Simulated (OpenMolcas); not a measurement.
**A workflow on C2H7NSi (SMILES C=C[SiH2]N)**

We compute a single-point energy (HF/ANO-R0), then a single-point energy (CASSCF(2,2)/ANO-R1), then the energy along one coordinate (CASPT2(2,2)/ANO-R1), then the energy along one coordinate (SC-NEVPT2(2,2)/ANO-R1), then the energy along one coordinate (MC-PDFT[tPBE](2,2)/ANO-R1) of C2H7NSi. 

The calculation is run with OpenMolcas 26.06.

**1. The system as given**

C2H7NSi has 11 atoms, charge 0, and is taken as a singlet. As SMILES, `C=C[SiH2]N`. The shape is that of a PBE0-D4/def2-TZVP optimisation. This is one conformer, not always the lowest.

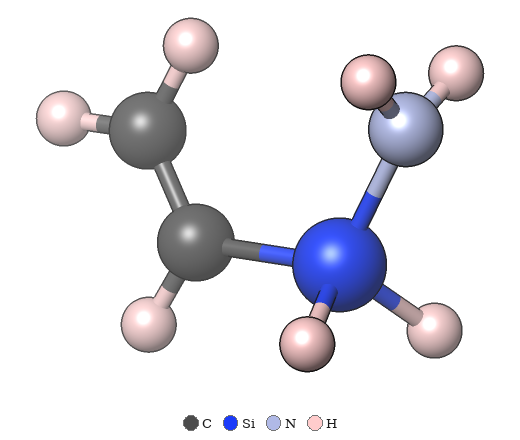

The structure, seen from a chosen angle (carbon dark grey, silicon blue, nitrogen light blue, hydrogen pink).

**2. The energy at HF/ANO-R0 (sfX2C) (run 1)**

File struct.xyz:

```xyz
11

C     -0.676100     1.337000    -0.945000
C      0.089300     1.208600     0.135100
Si     0.596500    -0.444500     0.832600
N      0.002900    -1.803700    -0.028600
H     -0.967100     2.304600    -1.344700
H     -1.046800     0.465600    -1.479100
H      0.433000     2.116700     0.631600
H      0.099500    -0.536600     2.232600
H      2.083200    -0.516700     0.836000
H      0.404900    -2.086000    -0.906300
H     -0.953800    -2.102100     0.056300
```

File step1.inp:

```
* C2H7NSi Hartree-Fock

&GATEWAY
 COORD
 struct.xyz
 BASIS
 ANO-R0
 GROUP
 NoSym

&SEWARD

&SCF
 PRORBITALS
 0

&LOCALISATION
 OCCUPIED
 FREEZE
 PIPEK-MEZEY

&LOCALISATION
 FILEORB
 $Project.LocOrb
 VIRTUAL
 PIPEK-MEZEY
```

Started as:

```console
export MOLCAS_MEM=1860
pymolcas step1.inp > step1.log
```

The program printed:

```text
--- Start Module: gateway ---
[...]
--- Stop Module: gateway /rc=_RC_ALL_IS_WELL_ ---
[...]
      Basis functions           31
[...]
       Convergence after  12 Iterations
[...]
::    Total SCF energy                               -423.0690550215
[...]
      Total spin, S                                     0.0000000000
[...]
      Total electronic charge=   40.000000
      Total            charge=   -0.000000
[...]
      Dipole Moment (debye):
      Origin of the operator (angstrom)=    0.1334   -0.1027    0.1807
                   X= -1.3388E+00               Y= -1.8620E-01               Z= -1.8976E+00           Total=  2.3298E+00
      Quadrupole Moment (debye*angstrom):
[...]
--- Start Module: localisation ---
[...]
--- Stop Module: localisation /rc=_RC_ALL_IS_WELL_ ---
--- Start Module: localisation ---
[...]
--- Stop Module: localisation /rc=_RC_ALL_IS_WELL_ ---
[...]
```

Wall time 2.1 s (1 thread of Intel Xeon 6975P-C (Granite Rapids), shared host); peak memory 0.38 GiB.

**3. The energy at CASSCF(2,2)/ANO-R1 (sfX2C, RICD fitting) (run 2)**

struct.xyz is that of step 2.

File step2.inp:

```
>>> EXPORT MOLCAS_PRINT=2
&GATEWAY
Coord = struct.xyz
Basis = ANO-R0
Group = NoSym
&SEWARD
&RASSCF
FileOrb = $CurrDir/step1.LocOrb
Alter = 2
1 16 20
1 21 28
Spin = 1
Nactel = 2 0 0
Inactive = 19
Ras2 = 2
OrbListing = Nothing
>>> COPY $Project.RunFile RUNFIL1
>>> COPY $Project.RasOrb INPORB
&GATEWAY
Coord = struct.xyz
Basis = ANO-R1
Group = NoSym
RICD
&SEWARD
>>> COPY $Project.RunFile RUNFIL2
&EXPBAS
&RASSCF
FileOrb = $Project.ExpOrb
Spin = 1
Nactel = 2 0 0
Inactive = 19
Ras2 = 2
OrbListing = Nothing
OrbAppear = Compact
```

Started as:

```console
export MOLCAS_MEM=1860
pymolcas step2.inp > step2.log
```

The program printed:

```text
--- Start Module: gateway ---
[...]
--- Stop Module: gateway /rc=_RC_ALL_IS_WELL_ ---
[...]
      Basis functions           31
[...]
      Number of active orbitals                  2
[...]
      Spin quantum number                      0.0
[...]
      Active orbitals                            2
[...]
      Number of CSFs                             3
[...]
      Number of root(s) required                 1
[...]
      Convergence after 11 iterations
[...]
      printout of CI-coefficients larger than  0.05 for root  1
      energy=    -423.082531
      conf/sym  11     Coeff  Weight
             1  20   0.99518 0.99039
             3  02  -0.09802 0.00961
      Natural orbitals and occupation numbers for root  1
      sym 1:   1.980784   0.019216
      ************************************************************************************************************************
      *                                                    Final results                                                     *
[...]
::    RASSCF root number  1 Total energy:   -423.08253107
[...]
      Basis functions           95
[...]
--- Start Module: expbas ---
[...]
--- Stop Module: expbas /rc=_RC_ALL_IS_WELL_ ---
--- Start Module: rasscf ---
[...]
      Convergence after 20 iterations
[...]
      Natural orbitals and occupation numbers for root  1
      sym 1:   1.985006   0.014994
      ************************************************************************************************************************
      *                                                    Final results                                                     *
[...]
::    RASSCF root number  1 Total energy:   -423.92554460
[...]
      Total electronic charge=   40.000000
      Total            charge=   -0.000000
[...]
      Dipole Moment (debye):
      Origin of the operator (angstrom)=    0.1334   -0.1027    0.1807
                   X= -8.7953E-01               Y= -1.0628E-01               Z= -1.2464E+00           Total=  1.5292E+00
      Quadrupole Moment (debye*angstrom):
[...]
--- Stop Module: rasscf /rc=_RC_ALL_IS_WELL_ ---
[...]
```

Run time: 7.8 s. Hardware: 1 thread of Intel Xeon 6975P-C (Granite Rapids), shared host; peak memory 0.38 GiB.

**4. An energy scan at CASPT2(2,2)/ANO-R1 (sfX2C, RICD fitting, ipea shift 0.25 Eh, pt2 variant SS) (run 3)**

File step3.input:

```
>>> EXPORT MOLCAS_PRINT=2
>>> COPY $CurrDir/step2.RasOrb $Project.RasOrb
>>> ForEach K in (1, 2, 3, 4, 5, 6, 7, 8, 9)

&GATEWAY
  Coord
  $CurrDir/point$K.xyz
  Basis
  ANO-R1
  Group
  NoSym
  RICD

&SEWARD

&RASSCF
  FileOrb
  $Project.RasOrb
  Spin
  1
  Nactel
  2 0 0
  Inactive
  19
  Ras2
  2
  OrbListing
  Nothing
  OrbAppear
  Compact

&CASPT2
  Imaginary
  0.2
  Frozen
  8
>>> EndDo
```

Started as:

```console
export MOLCAS_MEM=1860
pymolcas step3.input > step3.log
```

The program printed:

```text
[...]
      Basis functions           95
[...]
      Number of active orbitals                  2
[...]
      Spin quantum number                      0.0
[...]
      Active orbitals                            2
[...]
      Number of CSFs                             3
[...]
      Number of root(s) required                 1
[...]
      Convergence after 18 iterations
[...]
      Natural orbitals and occupation numbers for root  1
      sym 1:   1.987553   0.012447
      ************************************************************************************************************************
      *                                                    Final results                                                     *
[...]
::    RASSCF root number  1 Total energy:   -423.90112576
[...]
::    CASPT2 Root  1     Total energy:   -424.43766492
[...]
      Convergence after 16 iterations
[...]
      Natural orbitals and occupation numbers for root  1
      sym 1:   1.985007   0.014993
      ************************************************************************************************************************
      *                                                    Final results                                                     *
[...]
      Convergence after 18 iterations
[...]
      Natural orbitals and occupation numbers for root  1
      sym 1:   1.636149   0.363851
      ************************************************************************************************************************
      *                                                    Final results                                                     *
[...]
      Convergence after 14 iterations
[...]
      Natural orbitals and occupation numbers for root  1
      sym 1:   1.204325   0.795675
      ************************************************************************************************************************
      *                                                    Final results                                                     *
[...]
      Convergence after 14 iterations
[...]
      Natural orbitals and occupation numbers for root  1
      sym 1:   1.067422   0.932578
      ************************************************************************************************************************
      *                                                    Final results                                                     *
[...]
::    RASSCF root number  1 Total energy:   -423.77810945
[...]
::    CASPT2 Root  1     Total energy:   -424.28963017
[...]
      Convergence after 12 iterations
[...]
::    RASSCF root number  1 Total energy:   -423.77878951
[...]
::    CASPT2 Root  1     Total energy:   -424.28947219
[...]
```

Wall time 51 s (1 thread of Intel Xeon 6975P-C (Granite Rapids), shared host); peak memory 0.086 GiB.

The scan, from its lowest point:

| N4–Si3 (Å) | energy (kJ/mol) |
| --- | --- |
| 1.544 | 62.2 |
| 1.715 | 0.0 |
| 1.887 | 28.8 |
| 2.144 | 134.6 |
| 2.487 | 289.2 |
| 2.916 | 423.3 |
| 3.430 | 452.0 |
| 4.116 | 450.8 |
| 5.145 | 451.3 |

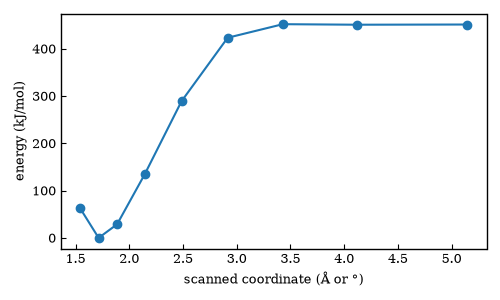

Energy along the scan.

**5. The energy along one coordinate at SC-NEVPT2(2,2)/ANO-R1 (sfX2C, RICD fitting, pt2 variant SC-NEVPT2) (run 4)**

File step4.input:

```
>>> COPY $CurrDir/step2.RasOrb $Project.RasOrb
>>> ForEach K in (1, 2, 3, 4, 5, 6, 7, 8, 9)

&GATEWAY
 Coord=$CurrDir/point$K.xyz
 Basis=ANO-R1
 Group=NoSym
 RICD

&SEWARD

&RASSCF
 FileOrb=$Project.RasOrb
 Spin=1
 Nactel=2 0 0
 Inactive=19
 Ras2=2
 OrbListing=Nothing
 OrbAppear=Compact

&CASPT2
 SC-NEVPT2
 Frozen=8
>>> EndDo
```

Started as:

```console
export MOLCAS_MEM=1860
pymolcas step4.input > step4.log
```

The program printed:

```text
[...]
      Basis functions           95
[...]
      Number of active orbitals                  2
[...]
      Spin quantum number                      0.0
[...]
      Active orbitals                            2
[...]
      Number of CSFs                             3
[...]
      Number of root(s) required                 1
[...]
      Convergence after 18 iterations
[...]
      printout of CI-coefficients larger than  0.05 for root  1
      energy=    -423.901126
      conf/sym  11     Coeff  Weight
             1  20   0.99688 0.99378
             3  02  -0.07889 0.00622
      Natural orbitals and occupation numbers for root  1
      sym 1:   1.987553   0.012447
      ************************************************************************************************************************
      *                                                    Final results                                                     *
[...]
::    RASSCF root number  1 Total energy:   -423.90112576
[...]
      E2 (Variational):          -0.5336941384
[...]
::    SC-NEVPT2 Root  1     Total energy:   -424.43470515
[...]
      Convergence after 16 iterations
[...]
      Natural orbitals and occupation numbers for root  1
      sym 1:   1.985007   0.014993
      ************************************************************************************************************************
      *                                                    Final results                                                     *
[...]
      Convergence after 18 iterations
[...]
      Natural orbitals and occupation numbers for root  1
      sym 1:   1.636149   0.363851
      ************************************************************************************************************************
      *                                                    Final results                                                     *
[...]
      Convergence after 14 iterations
[...]
      Natural orbitals and occupation numbers for root  1
      sym 1:   1.204325   0.795675
      ************************************************************************************************************************
      *                                                    Final results                                                     *
[...]
      Convergence after 14 iterations
[...]
::    RASSCF root number  1 Total energy:   -423.77810945
[...]
::    SC-NEVPT2 Root  1     Total energy:   -424.28643376
[...]
      Convergence after 12 iterations
[...]
::    RASSCF root number  1 Total energy:   -423.77878951
[...]
      E2 (Variational):          -0.5076793536
[...]
      Reference weight:           0.84022
[...]
::    SC-NEVPT2 Root  1     Total energy:   -424.28646886
[...]
```

Run time: 48 s. Hardware: 1 thread of Intel Xeon 6975P-C (Granite Rapids), shared host; peak memory 0.085 GiB.

The scan, from its lowest point:

| N4–Si3 (Å) | energy (kJ/mol) |
| --- | --- |
| 1.544 | 63.2 |
| 1.715 | 0.0 |
| 1.887 | 26.7 |
| 2.144 | 129.7 |
| 2.487 | 284.3 |
| 2.916 | 424.8 |
| 3.430 | 454.2 |
| 4.116 | 452.5 |
| 5.145 | 452.4 |

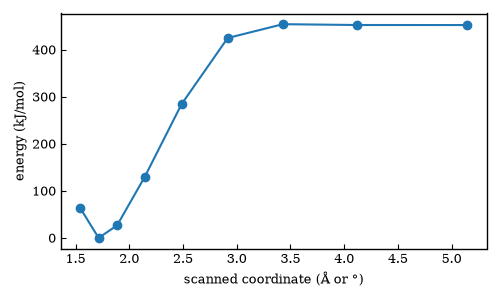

Energy along the scan.

**6. The energy along one coordinate at MC-PDFT[tPBE](2,2)/ANO-R1 (sfX2C, RICD fitting) (run 5)**

File step5.inp:

```
* C2H7NSi MC-PDFT
>>> COPY $CurrDir/step2.RasOrb $Project.RasOrb
>>> ForEach K in (1, 2, 3, 4, 5, 6, 7, 8, 9)

&GATEWAY
 Coord=$CurrDir/point$K.xyz
 Basis=ANO-R1
 Group=NoSym
 RICD

&SEWARD

&RASSCF
 FileOrb=$Project.RasOrb
 Spin=1
 Nactel=2 0 0
 Inactive=19
 Ras2=2
 OrbListing=Nothing
 OrbAppear=Compact

&MCPDFT
 KSDFT=T:PBE
>>> EndDo
```

Started as:

```console
export MOLCAS_MEM=1860
pymolcas step5.inp > step5.log
```

The program printed:

```text
--- Start Module: gateway ---
[...]
      Basis functions           95
[...]
      Number of active orbitals                  2
[...]
      Spin quantum number                      0.0
[...]
      Active orbitals                            2
[...]
      Number of CSFs                             3
[...]
      Number of root(s) required                 1
[...]
      Convergence after 18 iterations
[...]
      printout of CI-coefficients larger than  0.05 for root  1
      energy=    -423.901126
      conf/sym  11     Coeff  Weight
             1  20   0.99688 0.99378
             3  02  -0.07889 0.00622
      Natural orbitals and occupation numbers for root  1
      sym 1:   1.987553   0.012447
      ************************************************************************************************************************
      *                                                    Final results                                                     *
[...]
::    RASSCF root number  1 Total energy:   -423.90112576
[...]
::    MCPDFT root number  1 Total energy:   -424.99542570
[...]
      Convergence after 16 iterations
[...]
      Natural orbitals and occupation numbers for root  1
      sym 1:   1.985007   0.014993
      ************************************************************************************************************************
      *                                                    Final results                                                     *
[...]
      Convergence after 18 iterations
[...]
      Natural orbitals and occupation numbers for root  1
      sym 1:   1.636149   0.363851
      ************************************************************************************************************************
      *                                                    Final results                                                     *
[...]
      Convergence after 14 iterations
[...]
      Natural orbitals and occupation numbers for root  1
      sym 1:   1.204325   0.795675
      ************************************************************************************************************************
      *                                                    Final results                                                     *
[...]
      Convergence after 14 iterations
[...]
::    RASSCF root number  1 Total energy:   -423.77810945
[...]
::    MCPDFT root number  1 Total energy:   -424.83798335
[...]
      Convergence after 12 iterations
[...]
::    RASSCF root number  1 Total energy:   -423.77878951
[...]
      Total electronic charge=   40.000000
      Total            charge=   -0.000000
[...]
::    MCPDFT root number  1 Total energy:   -424.83803255
[...]
```

Run time: 56 s. Hardware: 1 thread of Intel Xeon 6975P-C (Granite Rapids), shared host; peak memory 0.086 GiB.

The scan, from its lowest point:

| N4–Si3 (Å) | energy (kJ/mol) |
| --- | --- |
| 1.544 | 61.8 |
| 1.715 | 0.0 |
| 1.887 | 27.3 |
| 2.144 | 129.6 |
| 2.487 | 281.2 |
| 2.916 | 429.1 |
| 3.430 | 474.3 |
| 4.116 | 475.2 |
| 5.145 | 475.1 |

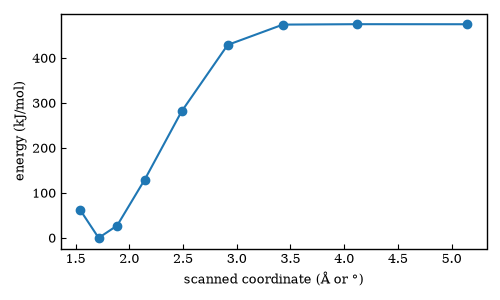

Energy along the scan.

**7. Outcome**

| quantity | value |
| --- | --- |
| run 1, HF/ANO-R0: total energy | -423.06906 Eh |
| run 1, HF/ANO-R0: dipole moment | 2.33 D |
| run 1, HF/ANO-R0: HOMO energy | -11.54 eV |
| run 1, HF/ANO-R0: LUMO energy | 3.45 eV |
| run 1, HF/ANO-R0: HOMO–LUMO gap | 14.98 eV |
| run 2, CASSCF(2,2)/ANO-R1: total energy | -423.92554 Eh |
| run 2, CASSCF(2,2)/ANO-R1: dipole moment (CASSCF density) | 1.53 D |
| run 3, CASPT2(2,2)/ANO-R1: lowest energy of the scan | -424.46135 Eh |
| run 4, SC-NEVPT2(2,2)/ANO-R1: lowest energy of the scan | -424.45877 Eh |
| run 5, MC-PDFT[tPBE](2,2)/ANO-R1: lowest energy of the scan | -425.01898 Eh |

In words: Mulliken charges (run 1, HF/ANO-R0) run from -0.75 on N4 to +0.62 on Si3; they depend strongly on the basis. Mulliken charges (run 2, CASSCF(2,2)/ANO-R1) run from -0.51 on N4 to +0.20 on Si3; they depend strongly on the basis.
